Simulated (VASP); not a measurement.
# SiNi: cell size against the level of theory

How close do the usual functionals, with and without dispersion, come to the cell of SiNi? The levels: LDA, PBEsol, PBE, r2SCAN, PBE + D3(BJ), r2SCAN + rVV10, revPBE + D3(BJ) and PBE + TS. The start is a cell from a database of measured crystal structures.

Program: VASP 6.6.1. Level of theory: LDA, spin-polarised from a ferromagnetic start; plane waves and PAW (Si, Ni), in the first sound run; inputs show where later runs differ. Results are calculated unless marked as measured.

## 1. The starting structure

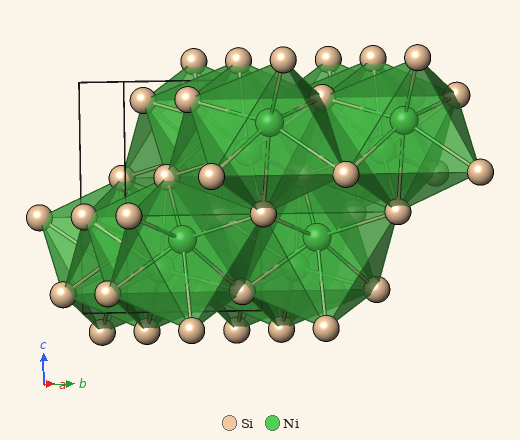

The cell as given, slightly off an axis (silicon light orange, nickel green). 2×2×1 cells are drawn. Some periodic images of atoms are drawn too.

## 2. Relaxation with LDA

Properties are meant for the cell that this level of theory prefers, so cell and atoms are relaxed first (ISIF = 3) until forces and stress are small; EDIFFG sets the threshold. LDA, the lowest rung, knows the local density alone.

INCAR reads:

```
SYSTEM = SiNi
PREC = Accurate
ENCUT = 520
EDIFF = 1E-06
NELM = 100
ISMEAR = -1
SIGMA = 0.05
LREAL = .FALSE.
ALGO = Normal
GGA = CA
NBANDS = 43
ISPIN = 2
MAGMOM = 0 0 0 0 1 1 1 1
LASPH = .TRUE.
LMAXMIX = 4
LORBIT = 11
LWAVE = .FALSE.
LCHARG = .FALSE.
KPAR = 8
IBRION = 2
NSW = 60
ISIF = 3
EDIFFG = -0.01
```

POSCAR reads:

```
SiNi
1.0
    5.1731000000      0.0000000000      0.0000000000
    0.0000000000      3.3381000000      0.0000000000
    0.0000000000      0.0000000000      5.6049000000
Si Ni
4 4
Direct
    0.3212800000      0.7500000000      0.0825000000
    0.1787200000      0.2500000000      0.5825000000
    0.8212800000      0.7500000000      0.4175000000
    0.6787200000      0.2500000000      0.9175000000
    0.0077900000      0.2500000000      0.1875200000
    0.4922100000      0.7500000000      0.6875200000
    0.5077900000      0.2500000000      0.3124800000
    0.9922100000      0.7500000000      0.8124800000
```

KPOINTS reads:

```
Automatic mesh
0
Gamma
5 7 4
0 0 0
```

Potentials, in the order of the species: Si and Ni (PBE family, release 64).

Command:

```sh
mpirun -np 8 vasp_std
```

Numbers of over 12 decimals in the logs are rounded to 6 here.

The program printed:

```text
[banner, memory and clock lines left out]
running    8 mpi-ranks, on    1 nodes
 distrk:  each k-point on    1 cores,    8 groups
 distr:  one band on    1 cores,    1 groups

 POSCAR found type information on POSCAR SiNi
 POSCAR found :  2 types and       8 ions
|                                                                             |
|           W    W    AA    RRRRR   N    N  II  N    N   GGGG   !!!           |
|           W    W   A  A   R    R  NN   N  II  NN   N  G    G  !!!           |
|           W    W  A    A  R    R  N N  N  II  N N  N  G       !!!           |
|           W WW W  AAAAAA  RRRRR   N  N N  II  N  N N  G  GGG   !            |
|           WW  WW  A    A  R   R   N   NN  II  N   NN  G    G                |
|           W    W  A    A  R    R  N    N  II  N    N   GGGG   !!!           |
|                                                                             |
|     For optimal performance we recommend to set                             |
|       NCORE = 2 up to number-of-cores-per-socket                            |
|     NCORE specifies how many cores store one orbital (NPAR=cpu/NCORE).      |
|     This setting can greatly improve the performance of VASP for DFT.       |
|     The default, NCORE=1 might be grossly inefficient on modern             |
|     multi-core architectures or massively parallel machines. Do your        |
|     Unfortunately you need to use the default for GW and RPA                |
|     calculations (for HF NCORE is supported but not extensively tested      |
|     yet).                                                                   |
|                                                                             |

|                                                                             |
|               ----> ADVICE to this user running VASP <----                  |
|                                                                             |
|     You enforced a specific xc type in the INCAR file but a different       |
|     [... a line on the potential file left out ...]
|     I HOPE YOU KNOW WHAT YOU ARE DOING!                                     |
|                                                                             |

 LDA part: xc-table for (Slater(with rela. corr.)+CA(PZ))
 , standard interpolation
 POSCAR, INCAR and KPOINTS ok, starting setup
 FFT: planning ... GRIDC
 FFT: planning ... GRID_SOFT
 FFT: planning ... GRID
 WAVECAR not read
 entering main loop
       N       E                     dE             d eps       ncg     rms          rms(c)
DAV:   1     0.369750384081E+03    0.36975E+03   -0.23555E+04  6192   0.153E+03
DAV:   2    -0.270243889220E+02   -0.39677E+03   -0.37341E+03  6195   0.336E+02
DAV:   3    -0.611887773530E+02   -0.34164E+02   -0.32481E+02  6926   0.114E+02
DAV:   4    -0.622728802411E+02   -0.10841E+01   -0.10759E+01  7434   0.190E+01
DAV:   5    -0.623052120742E+02   -0.32332E-01   -0.32308E-01  7490   0.310E+00    0.306E+01
DAV:   6    -0.730892444525E+02   -0.10784E+02   -0.11016E+02  7241   0.160E+02    0.384E+01
DAV:   7    -0.549073304649E+02    0.18182E+02   -0.41445E+01  7444   0.996E+01    0.529E+00
DAV:   8    -0.549294936030E+02   -0.22163E-01   -0.46917E+00  9003   0.166E+01    0.350E+00
DAV:   9    -0.548313767132E+02    0.98117E-01   -0.45481E-01  8148   0.770E+00    0.969E-01
DAV:  10    -0.548275974689E+02    0.37792E-02   -0.16169E-02  7881   0.126E+00    0.583E-01
DAV:  11    -0.548258888185E+02    0.17087E-02   -0.20416E-03  8368   0.380E-01    0.317E-01
DAV:  12    -0.548256814424E+02    0.20738E-03   -0.41835E-04  8538   0.214E-01    0.141E-01
DAV:  13    -0.548256397301E+02    0.41712E-04   -0.12108E-04  7283   0.137E-01    0.623E-02
DAV:  14    -0.548256323830E+02    0.73471E-05   -0.17892E-05  9429   0.392E-02    0.289E-02
DAV:  15    -0.548256301956E+02    0.21874E-05   -0.35300E-06  5596   0.141E-02    0.132E-02
DAV:  16    -0.548256296070E+02    0.58865E-06   -0.13950E-06  4171   0.857E-03
   1 F= -.54825630E+02 E0= -.54821291E+02  d E =-.548256E+02  mag=    -0.0000
 curvature:   0.00 expect dE= 0.000E+00 dE for cont linesearch  0.000E+00
 trial: gam= 0.00000 g(F)=  0.595E-02 g(S)=  0.409E+00 ort = 0.000E+00 (trialstep = 0.100E+01)
 search vector abs. value=  0.415E+00
 bond charge predicted
       N       E                     dE             d eps       ncg     rms          rms(c)
DAV:   1    -0.622236469391E+02   -0.73980E+01   -0.59992E+01  7025   0.937E+01    0.260E+01
DAV:   2    -0.677655064536E+02   -0.55419E+01   -0.75950E+01  7226   0.143E+02    0.282E+01
DAV:   3    -0.548302891256E+02    0.12935E+02   -0.30002E+01  7156   0.895E+01    0.424E+00
DAV:   4    -0.549182976247E+02   -0.88008E-01   -0.27109E+00  7630   0.872E+00    0.355E+00
DAV:   5    -0.548217033099E+02    0.96594E-01   -0.21889E-01  7541   0.664E+00    0.152E+00
DAV:   6    -0.548107330735E+02    0.10970E-01   -0.46788E-02  7918   0.237E+00    0.319E-01
DAV:   7    -0.548109038471E+02   -0.17077E-03   -0.60941E-03  8106   0.973E-01    0.244E-01
DAV:   8    -0.548106543736E+02    0.24947E-03   -0.72112E-04  8118   0.363E-01    0.326E-02
DAV:   9    -0.548106509551E+02    0.34185E-05   -0.13817E-04  9203   0.690E-02    0.914E-03
DAV:  10    -0.548106513590E+02   -0.40394E-06   -0.77450E-06  6554   0.174E-02
   2 F= -.54810651E+02 E0= -.54806184E+02  d E =0.149782E-01  mag=     0.0000
[... from here on, the cycles between the ionic steps are left out ...]
   3 F= -.54931995E+02 E0= -.54927739E+02  d E =-.106365E+00  mag=     0.0000
   4 F= -.54931981E+02 E0= -.54927723E+02  d E =-.106351E+00  mag=    -0.0000
   5 F= -.54935715E+02 E0= -.54931257E+02  d E =-.373416E-02  mag=    -0.0000
   6 F= -.54938595E+02 E0= -.54933756E+02  d E =-.661439E-02  mag=    -0.0000
   7 F= -.54941669E+02 E0= -.54936829E+02  d E =-.307334E-02  mag=    -0.0000
   8 F= -.54942677E+02 E0= -.54937939E+02  d E =-.408221E-02  mag=    -0.0000
   9 F= -.54942747E+02 E0= -.54938042E+02  d E =-.415180E-02  mag=     0.0000
  10 F= -.54943686E+02 E0= -.54939024E+02  d E =-.939064E-03  mag=     0.0000
  11 F= -.54943779E+02 E0= -.54939119E+02  d E =-.103236E-02  mag=    -0.0000
  12 F= -.54943676E+02 E0= -.54939003E+02  d E =-.928977E-03  mag=     0.0000
  13 F= -.54943790E+02 E0= -.54939128E+02  d E =-.104255E-02  mag=    -0.0000
  14 F= -.54943874E+02 E0= -.54939175E+02  d E =-.843986E-04  mag=     0.0000
  15 F= -.54943981E+02 E0= -.54939298E+02  d E =-.191371E-03  mag=    -0.0000
  16 F= -.54943980E+02 E0= -.54939297E+02  d E =-.190862E-03  mag=     0.0000
  17 F= -.54944027E+02 E0= -.54939327E+02  d E =-.460461E-04  mag=    -0.0000
 trial-energy change:   -0.000046  1 .order   -0.000020   -0.000229    0.000188
 step:   0.8708(harm=  0.7525)  dis= 0.00085  next Energy=   -54.944060 (dE=-0.792E-04)
 bond charge predicted
       N       E                     dE             d eps       ncg     rms          rms(c)
DAV:   1    -0.549443061416E+02   -0.27991E-03   -0.37531E-03  7776   0.595E-01    0.148E-01
DAV:   2    -0.549445584226E+02   -0.25228E-03   -0.32263E-03  7146   0.873E-01    0.178E-01
DAV:   3    -0.549440616200E+02    0.49680E-03   -0.12022E-03  7038   0.569E-01    0.261E-02
DAV:   4    -0.549440537147E+02    0.79053E-05   -0.48156E-05  6536   0.382E-02    0.949E-03
DAV:   5    -0.549440525271E+02    0.11876E-05   -0.33338E-06  6320   0.245E-02    0.225E-03
DAV:   6    -0.549440525775E+02   -0.50321E-07   -0.96098E-07  3433   0.588E-03
  18 F= -.54944053E+02 E0= -.54939359E+02  d E =-.721068E-04  mag=     0.0000
 curvature:  -0.56 expect dE=-0.863E-05 dE for cont linesearch -0.383E-06
 trial: gam= 0.11502 g(F)=  0.142E-04 g(S)=  0.126E-05 ort =-0.133E-04 (trialstep = 0.127E+01)
 search vector abs. value=  0.158E-04
 reached required accuracy - stopping structural energy minimisation
```

Run time: 3.5 min. Hardware: 8 MPI ranks of Intel Xeon 6975P-C (Granite Rapids), shared host; peak memory 3.1 GiB; 23 min of CPU time.

The logs omit lines about the potential files and the build; timing stands in the text.

Parts of OUTCAR (step 2):

```text
ion  position               nearest neighbor table
   1  0.321  0.750  0.083-   8 2.28   7 2.32   7 2.32   6 2.38   5 2.40   5 2.40   4 2.66   4 2.66

  LATTYP: Found a simple orthorhombic cell.
 ALAT       =     3.3381000000
 B/A-ratio  =     1.5497139091
 C/A-ratio  =     1.6790689314

 Subroutine GETGRP returns: Found  8 space group operations
 (whereof  2 operations were pure point group operations)

The static configuration has the point symmetry S_2 .
 The point group associated with its full space group is D_2h.

 Found     36 irreducible k-points:

   k-points           NKPTS =     36   k-points in BZ     NKDIM =     36   number of bands    NBANDS=     43

   dimension x,y,z NGX =    40 NGY =   28 NGZ =   42
   dimension x,y,z NGXF=    80 NGYF=   56 NGZF=   84

   ENCUT  =  520.0 eV  38.22 Ry    6.18 a.u.   9.62  6.21 10.42*2*pi/ulx,y,z

   NELECT =      56.0000    total number of electrons

 k-points in reciprocal lattice and weights: Automatic mesh
   0.00000000  0.00000000  0.00000000       0.007
   0.20000000  0.00000000  0.00000000       0.014
   0.40000000  0.00000000  0.00000000       0.014
   0.00000000  0.14285714  0.00000000       0.014
   0.20000000  0.14285714  0.00000000       0.029
   0.40000000  0.14285714  0.00000000       0.029
   0.00000000  0.28571429  0.00000000       0.014
   0.20000000  0.28571429  0.00000000       0.029
   0.40000000  0.28571429  0.00000000       0.029
[...]
0.20000000  0.42857143  0.50000000       0.029
   0.40000000  0.42857143  0.50000000       0.029

 average (electrostatic) potential at core
       1 -78.3082       2 -78.3082       3 -78.3082       4 -78.3082       5 -80.7382
       6 -80.7382       7 -80.7382       8 -80.7382

 E-fermi :  10.8011

 spin component 1
 k-point     1 :       0.0000    0.0000    0.0000
  band No.  band energies     occupation
    ...
     24       8.6993      1.00000
     25       8.9836      1.00000
     26       9.4107      1.00000
     27       9.6353      1.00000
     28       9.8663      1.00000
     29      11.5432      0.00000
     30      12.2893      0.00000
     31      14.2353      0.00000
     32      14.5851      0.00000
     33      14.8592      0.00000
    ...

 k-point     2 :       0.2000    0.0000    0.0000
  band No.  band energies     occupation
    ...
     24       8.7089      1.00000
     25       8.8741      1.00000
     26       9.3582      1.00000
     27       9.9964      1.00000
     28      10.0610      1.00000
     29      12.6271      0.00000
     30      12.7645      0.00000
     31      13.7378      0.00000
     32      14.8266      0.00000
     33      14.8403      0.00000
    ...

 k-point     3 :       0.4000    0.0000    0.0000
  band No.  band energies     occupation
    ...
     22       8.3689      1.00000
     23       8.6248      1.00000
     24       8.6830      1.00000
     25       8.8095      1.00000
     26       8.9784      1.00000
     27      11.1198      0.00170
     28      11.1307      0.00137
     29      12.4748      0.00000
     30      12.8620      0.00000
     31      14.3953      0.00000
    ...

 k-point     4 :       0.0000    0.1429    0.0000
  band No.  band energies     occupation
    ...
     24       8.7274      1.00000
     25       8.9871      1.00000
     26       9.4126      1.00000
     27       9.6708      1.00000
     28       9.9648      1.00000
     29      11.4929      0.00000
     30      12.4962      0.00000
     31      12.5011      0.00000
     32      13.1679      0.00000
     33      14.5955      0.00000
    ...

 k-point     5 :       0.2000    0.1429    0.0000
  band No.  band energies     occupation
    ...
     24       8.7491      1.00000
     25       9.2457      1.00000
     26       9.3524      1.00000
     27       9.4032      1.00000
     28      10.1209      1.00000
     29      11.8752      0.00000
     30      12.8609      0.00000
     31      13.0105      0.00000
     32      13.4332      0.00000
     33      14.0933      0.00000
    ...

 k-point     6 :       0.4000    0.1429    0.0000
  band No.  band energies     occupation
    ...
     23       8.6527      1.00000
     24       8.7696      1.00000
     25       9.0193      1.00000
     26       9.0788      1.00000
     27      10.1405      1.00000
     28      11.0346      0.00929
     29      11.2813      0.00007
     30      13.0830      0.00000
     31      13.9303      0.00000
     32      14.0852      0.00000
    ...

  Total        0.0109657      0.0060531     -0.0072641     -0.0000000      0.0000000      0.0000000
  in kB        0.1895908      0.1046546     -0.1255927     -0.0000000      0.0000000      0.0000000
  external PRESSURE =       0.0562176 kB  Pullay stress =       0.0000000 kB

  energy-cutoff  :      520.00
  volume of cell :       92.67
      direct lattice vectors                 reciprocal lattice vectors
     5.043103476 -0.000000000  0.000000000     0.198290597 -0.000000000  0.000000000
     0.000000000  3.352428651  0.000000000     0.000000000  0.298291210  0.000000000
     0.000000000  0.000000000  5.481167653     0.000000000  0.000000000  0.182442878

 POSITION                                       TOTAL-FORCE (eV/Angst)
 -----------------------------------------------------------------------------------
      1.61427      2.51432      0.48235         0.002544     -0.000000     -0.007012
      0.90729      0.83811      3.22294        -0.002544      0.000000     -0.007012
      4.13582      2.51432      2.25823         0.002544     -0.000000      0.007012
      3.42884      0.83811      4.99882        -0.002544      0.000000      0.007012
      0.04756      0.83811      1.02980         0.003074     -0.000000     -0.002905
      2.47399      2.51432      3.77038        -0.003074      0.000000     -0.002905
      2.56911      0.83811      1.71079         0.003074     -0.000000      0.002905
      4.99554      2.51432      4.45137        -0.003074      0.000000      0.002905
 -----------------------------------------------------------------------------------
    total drift:                               -0.000000      0.000000     -0.000000

  FREE ENERGIE OF THE ION-ELECTRON SYSTEM (eV)
  ---------------------------------------------------
  free  energy   TOTEN  =       -54.9440525775 eV

  energy  without entropy=      -54.9346648813  energy(sigma->0) =      -54.93935873

 reached required accuracy - stopping structural energy minimisation

 total charge
# of ion       s       p       d       tot
------------------------------------------
    1        0.759   0.873   0.000   1.632
    2        0.759   0.873   0.000   1.632
    3        0.759   0.873   0.000   1.632
    4        0.759   0.873   0.000   1.632
    5        0.529   0.699   8.503   9.731
    6        0.529   0.699   8.503   9.731
    7        0.529   0.699   8.503   9.731
    8        0.529   0.699   8.503   9.731
--------------------------------------------------
tot          5.152   6.286  34.012  45.451

 magnetization (x)
# of ion       s       p       d       tot
------------------------------------------
    1       -0.000  -0.000   0.000  -0.000
    2       -0.000  -0.000   0.000  -0.000
    3       -0.000  -0.000   0.000  -0.000
    4       -0.000  -0.000   0.000  -0.000
    5        0.000   0.000   0.000   0.000
    6        0.000   0.000   0.000   0.000
    7        0.000   0.000   0.000   0.000
    8        0.000   0.000   0.000   0.000
--------------------------------------------------
tot          0.000  -0.000   0.000   0.000

[... 1 further part left out ...]
```

CONTCAR:

```
SiNi
   1.00000000000000
     5.0431034760285103   -0.0000000000000000    0.0000000000000000
     0.0000000000000000    3.3524286514500101    0.0000000000000000
     0.0000000000000000    0.0000000000000000    5.4811676533251559
  Si              Ni
     4     4
Direct
     0.3200935822156996    0.7500000000000000    0.0880016802571178
     0.1799064177843004    0.2500000000000000    0.5880016802571175
     0.8200935822156996    0.7500000000000000    0.4119983197428820
     0.6799064177843004    0.2500000000000000    0.9119983197428825
     0.0094308009346190    0.2500000000000000    0.1878794229695709
     0.4905691990653809    0.7500000000000000    0.6878794229695709
     0.5094308009346190    0.2500000000000000    0.3121205770304291
     0.9905691990653810    0.7500000000000000    0.8121205770304291
```

The moments of the start collapse, so the state is non-magnetic; other starts or orders were not tried. The k-mesh is coarse for a metal. The PAW data sets were made with PBE, though LDA sets exist; this is a small mismatch. The run keeps the 8 symmetry operations of its start, so it cannot find a distortion of lower symmetry.

The steps of the relaxation:

```csv
step,energy less that of the first step (eV),largest force (eV/Å),pressure (GPa),volume (Å³)
1,0.0000,0.1488,-7.81,96.79
2,0.0150,0.1883,10.12,88.75
3,-0.1064,0.1049,0.01,92.77
4,-0.1064,0.1048,0.23,92.69
5,-0.1101,0.0746,0.13,92.69
6,-0.1130,0.0623,0.04,92.70
7,-0.1160,0.0387,-0.15,92.75
8,-0.1170,0.0522,-0.22,92.79
9,-0.1171,0.0646,-0.09,92.80
10,-0.1181,0.0284,0.12,92.70
11,-0.1181,0.0299,0.06,92.67
12,-0.1180,0.0366,0.14,92.60
13,-0.1182,0.0316,0.15,92.65
14,-0.1182,0.0087,-0.42,92.82
15,-0.1184,0.0122,-0.10,92.74
16,-0.1184,0.0114,-0.14,92.75
17,-0.1184,0.0136,0.12,92.62
18,-0.1184,0.0075,0.01,92.67
```

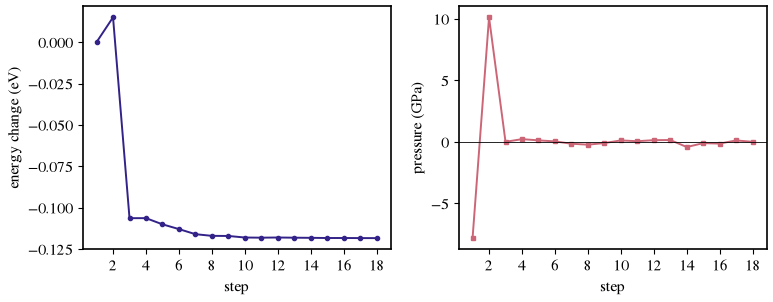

Energy and pressure along the relaxation.

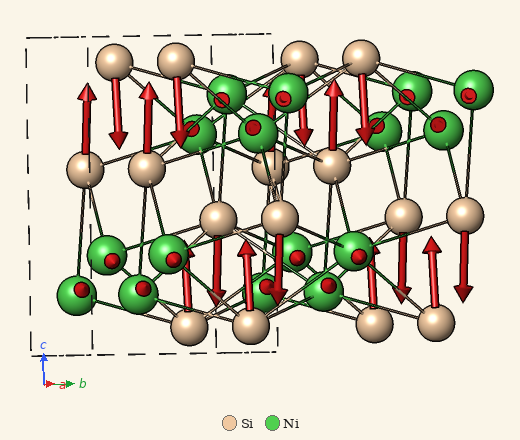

Displacements in the relaxation, exaggerated, measured against the changing cell; the longest in the cell stands for 0.03 Å. 2×2×1 cells are drawn.

```csv
"conventional cell, symmetrised",before,after,change
a (Å),5.173,5.043,-2.5 %
b (Å),3.338,3.352,+0.4 %
c (Å),5.605,5.481,-2.2 %
volume (Å³/atom),12.10,11.58,-4.3 %
```

The atoms that moved most (Å, as changes of fractional coordinates times the final cell):

```csv
atom,dx,dy,dz,length
Si3,-0.006,0.000,-0.030,0.031
Si1,-0.006,0.000,0.030,0.031
Si2,0.006,0.000,0.030,0.031
Si4,0.006,0.000,-0.030,0.031
Ni5,0.008,0.000,0.002,0.009
Ni6,-0.008,0.000,0.002,0.009
Ni8,-0.008,0.000,-0.002,0.009
Ni7,0.008,0.000,-0.002,0.009
```

The relaxed structure:

```xyz
8
Lattice="5.0431 0.0000 0.0000 0.0000 3.3524 0.0000 0.0000 0.0000 5.4812" Properties=species:S:1:pos:R:3 pbc="T T T"
Si    1.6143    2.5143    0.4824
Si    0.9073    0.8381    3.2229
Si    4.1358    2.5143    2.2582
Si    3.4288    0.8381    4.9988
Ni    0.0476    0.8381    1.0298
Ni    2.4740    2.5143    3.7704
Ni    2.5691    0.8381    1.7108
Ni    4.9955    2.5143    4.4514
```

Numbers from this step:

```yaml
electrons: 56
bands: 43
irreducible_k_points: 36
symmetry_operations: 8
free_energy_toten: -54.9441 eV
energy_at_zero_smearing: -54.9394 eV
fermi_energy: 10.80 eV
pressure: 0.005622 GPa
metallic: yes
scf_cycles_over_all_ionic_steps: 130
```

The spin moment in the PAW sphere vanishes on all atoms.

It ends with a largest force of 0.007 eV/Å and a pressure of 0.01 GPa. The volume lies -4.3 % from that of the database's start, which holds the thermal and zero-point expansion of its experiment. LDA is known to overbind. The conventional cell has a = 5.043, b = 3.352 and c = 5.481 Å.

(Continued in part 2 of 4.)

[Lines on the potential files, build, host, timing and source positions are cut from VASP's logs without a mark.]

[Logs are printed without paths, hosts, clocks, repeated set-up lines and the standing remarks that a program may print on its own settings, such as how far it seeks lower states.]

[Hosts, paths, dates, database ids (printed as entryN), source tags and the programs' standing remarks are cut or masked in the printed files.]

[A measured line is paired with the nearest computed mode of its activity, which favours agreement.]
